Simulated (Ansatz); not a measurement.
## Electronic structure of ClH₂OSSi (doublet) in real space

```xyz
6

O    -1.0951    0.2658   -0.7732
Si    0.3663    0.0620   -0.0870
S     0.4996    0.8639    1.8632
Cl    0.8132   -1.9134    0.2563
H    -1.8702    0.0423   -0.2527
H     1.3282    0.6153   -1.0527
```

Geometry: PBE0-D4/def2-TZVP.

Computed with UKS PBE0-D4/def2-TZVPP in Ansatz 0.2.0.

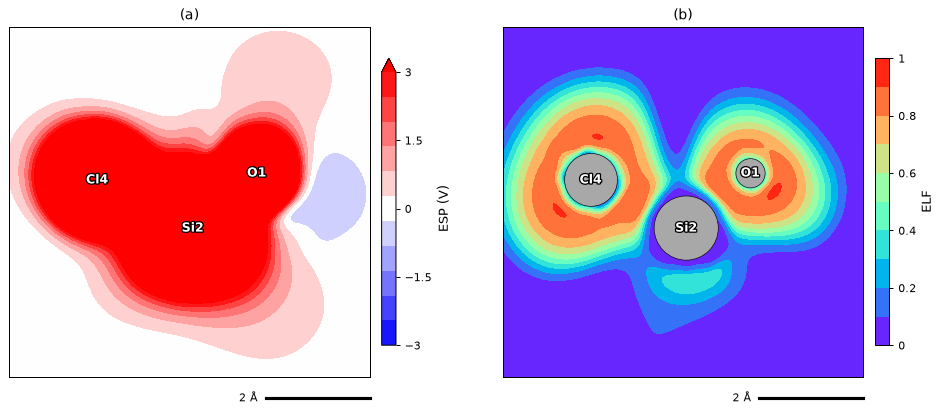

Figure 1. (a) electrostatic potential; (b) electron localisation function on the plane of atoms O1, Si2 and Cl4. Grey discs cover the atomic cores in the ELF map.

**Read the bonding off the picture.**

The plane passes through O, Si and Cl nuclei. Si–O (1.63 Å): the ELF peaks at about 0.85 between the atoms, as expected for a short, strongly polar bond. Si–Cl (2.05 Å): the ELF peaks at about 0.90 between the atoms (a shared but strongly polarised pair). The ELF also peaks beside Cl4 and O1, away from the bonds: non-bonding electrons, paired or unpaired. Outside the dense part of the molecule the potential is most negative (−0.8 V) near O1.

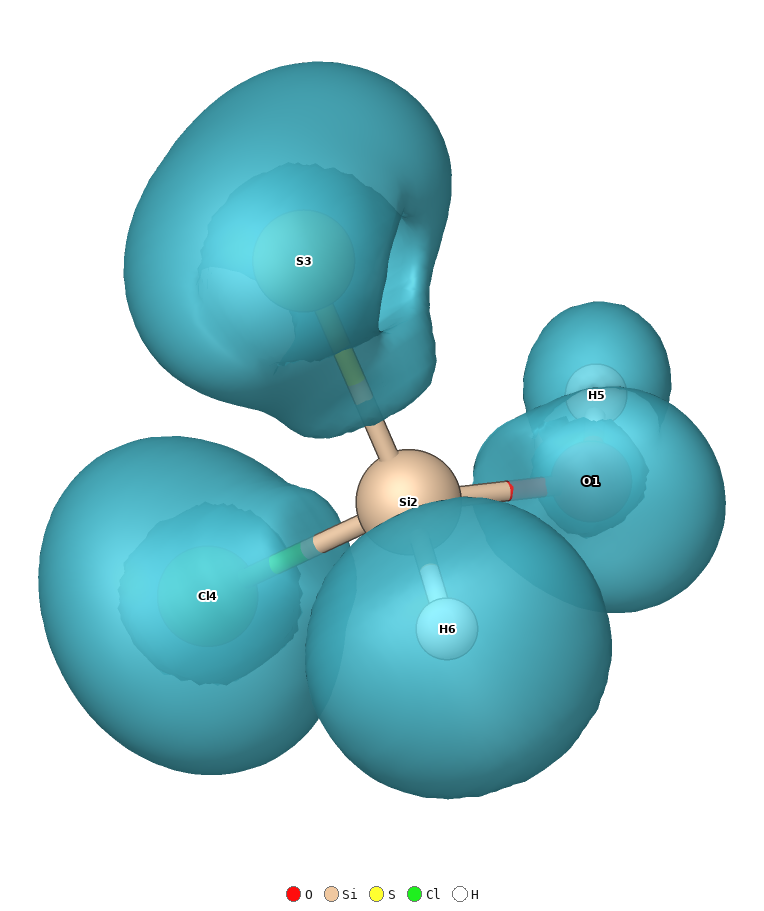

Figure 2. Isosurface of the ELF at 0.75 (cyan), seen at a tilt. Core shells and regions of very low density are left out.

**Identify the bonds, lone pairs and shells in this picture.**

At this value the surface marks out one region around a hydrogen nucleus, one region on Cl in which the atom's valence shell and bonds are merged, one region on S in which the atom's valence shell and bonds are merged and one joined region spread over several atoms (H, O), in which their bonds and any lone pairs are merged.

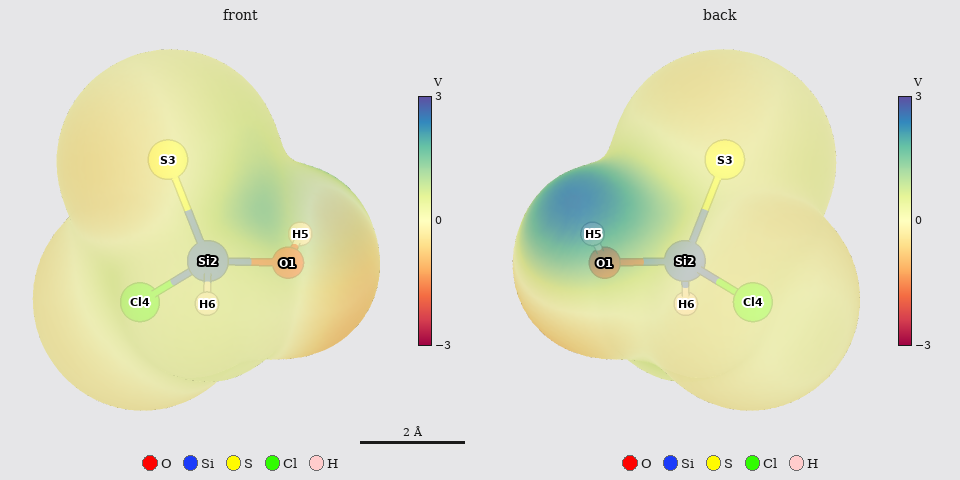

Figure 3. The electrostatic potential painted on the density surface at 0.001 e/bohr³, seen from the front and from behind; the colour scale runs from red (negative) to blue (positive).

**Describe the electrostatic potential map.**

The most negative region (about −0.8 V) lies over O1, the most positive (about +2.4 V) over H5.
